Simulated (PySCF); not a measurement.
C6H15P (triethylphosphine)

```yaml
atoms:
  - { symbol: C, position_ang: [-1.6107, -2.2867, 0.3221] }
  - { symbol: C, position_ang: [-0.2814, -1.5602, 0.4697] }
  - { symbol: P, position_ang: [-0.1257, -0.0728, -0.6379] }
  - { symbol: C, position_ang: [1.5671, 0.5074, -0.1280] }
  - { symbol: C, position_ang: [2.6962, -0.3081, -0.7420] }
  - { symbol: C, position_ang: [-1.1626, 1.1343, 0.3271] }
  - { symbol: C, position_ang: [-1.2270, 2.5162, -0.3080] }
  - { symbol: H, position_ang: [-2.4596, -1.6512, 0.6195] }
  - { symbol: H, position_ang: [-1.7816, -2.5967, -0.7205] }
  - { symbol: H, position_ang: [-1.6446, -3.1892, 0.9522] }
  - { symbol: H, position_ang: [-0.1094, -1.2593, 1.5189] }
  - { symbol: H, position_ang: [0.5452, -2.2377, 0.1978] }
  - { symbol: H, position_ang: [1.6469, 1.5575, -0.4553] }
  - { symbol: H, position_ang: [1.6388, 0.5154, 0.9746] }
  - { symbol: H, position_ang: [2.6305, -0.3154, -1.8411] }
  - { symbol: H, position_ang: [2.6748, -1.3562, -0.4043] }
  - { symbol: H, position_ang: [3.6803, 0.1016, -0.4657] }
  - { symbol: H, position_ang: [-2.1755, 0.7014, 0.3799] }
  - { symbol: H, position_ang: [-0.7911, 1.1935, 1.3661] }
  - { symbol: H, position_ang: [-0.2377, 2.9993, -0.3385] }
  - { symbol: H, position_ang: [-1.8969, 3.1842, 0.2555] }
  - { symbol: H, position_ang: [-1.5980, 2.4616, -1.3433] }
```

Geometry: PBE0-D3(BJ)/def2-SVP.

Level of theory: PySCF 2.14.0, density-fitted response routines, DFT single point, gas phase, functional wB97X.

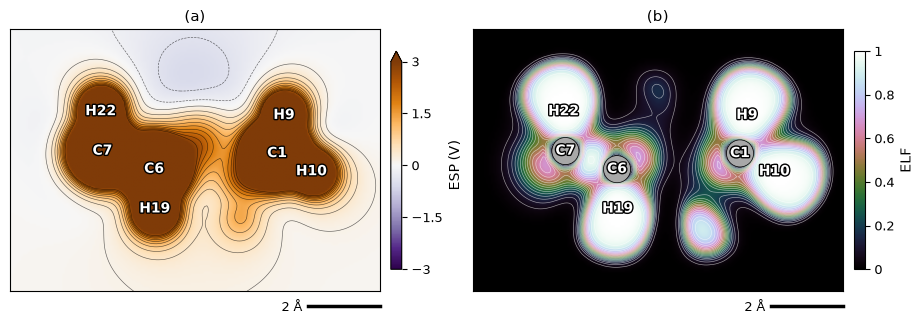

Figure 1. (a) electrostatic potential; (b) ELF on the plane of atoms C6, C7 and H22. Grey discs cover the atomic cores in the ELF map.

Question: Interpret the plot.

Answer: The section cuts through C and H sites. C–C (1.52 Å): the ELF peaks at about 0.95 between the atoms, as expected for localised, covalent bonding. C–H (1.10 Å): the ELF climbs to about 1 towards the hydrogen, as it does in any bond to H (a covalent bond by its length). Outside the dense part of the molecule the potential is most negative (−0.6 V) near P3, which lies off the plane.

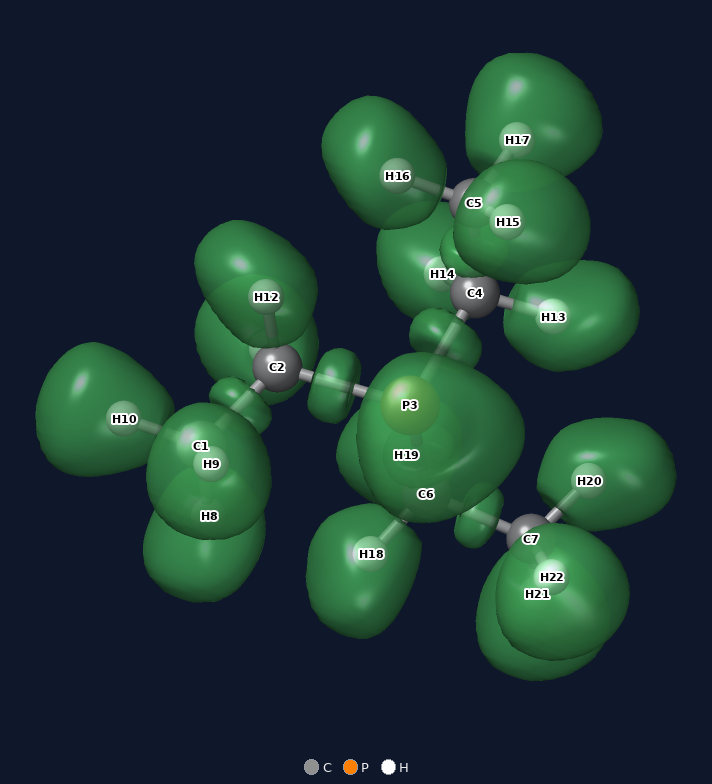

Figure 2. Isosurface of the ELF at 0.8 (green), seen at an oblique angle. Only the valence region is drawn (cores and ρ < 0.01 e/Å³ removed).

Question: Where are the electrons localised?

Answer: At this value the surface marks out three regions between bonded C–C atoms (shared pairs), three regions between bonded C–P atoms (shared pairs), 15 regions around hydrogen nuclei and one lobe on P, pointing away from the bonds (lone pairs).


 C–P (1.86 Å): the ELF peaks at about 0.95 between the atoms; localised, covalent bonding.

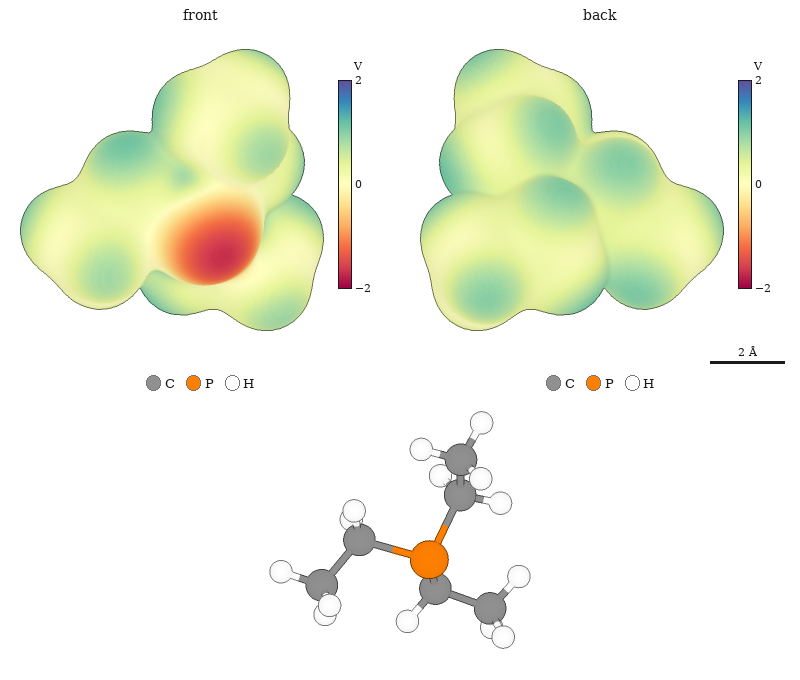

Figure 3. The electrostatic potential painted on the density surface at 0.004 e/bohr³, seen from the front and from behind; the colour scale runs from red (negative) to blue (positive). The bare structure is drawn below in the same view.

Question: Where is the surface potential most negative and most positive?

Answer: The most negative region (about −1.6 V) lies over P3, the most positive (about +1.1 V) over the H atoms.

Question: What dipole moment does the calculation give?

Answer: Its dipole moment is 1.31 D.

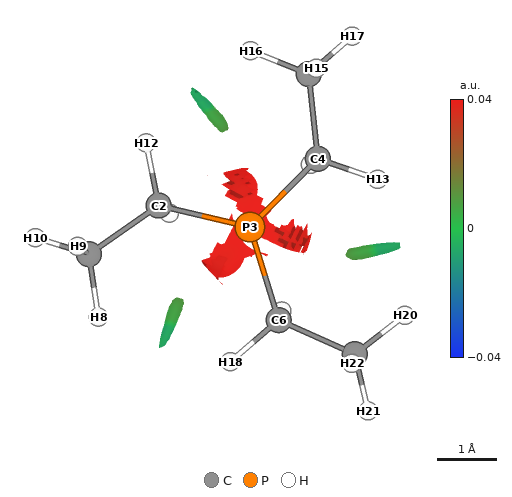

Figure 4. Non-covalent interaction (NCI) plot: the surface where the reduced density gradient is 0.6, for densities under 0.05 a.u., coloured by sign(λ₂)ρ; seen across its widest extent.

Question: Identify the weak interactions.

Answer:
- Between H13 and C4 on one side and H20 and C7 on the other: a weak contact, attractive (blue-green) on one side and crowded (olive to red) on the other
- Between H18 and C6 on one side and H8 and C1 on the other: a weak contact (green)
- Between H12 and C2 on one side and H16 and C5 on the other: a weak contact (green)
- Near P3, C6 and C2: mostly steric crowding (olive to red)
- Near P3, C4 and H14: mostly steric crowding (olive to red)
